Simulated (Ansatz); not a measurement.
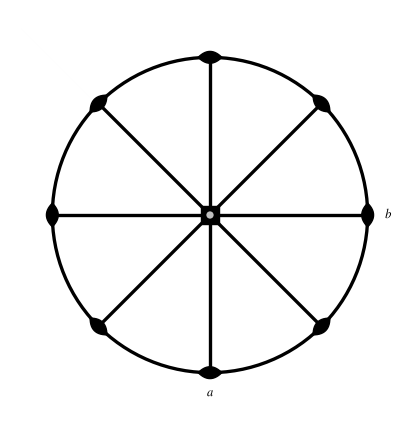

Stereographic projection: heavy lines are mirror planes (a heavy rim: a mirror in the plane of the page); lens, triangle, square and hexagon are 2-, 3-, 4- and 6-fold axes, a lens in an open square is −4, a triangle in an open hexagon −6; thin dashed diameters join the ends of axes that lie in the page; a small open circle marks inversion. The c axis points at the viewer. Computed from the symmetry operations of a computed or model structure of composition TiSn2, which need not be its known form.

Which point group is this?

Answer. 4/mmm (D4h), order 16, tetragonal system: one fourfold axis, four twofold axes, five mirror planes, an inversion centre.

Can such a crystal be piezoelectric, pyroelectric or chiral?

Answer. It is centrosymmetric, so neither piezoelectric nor pyroelectric; it is not chiral.
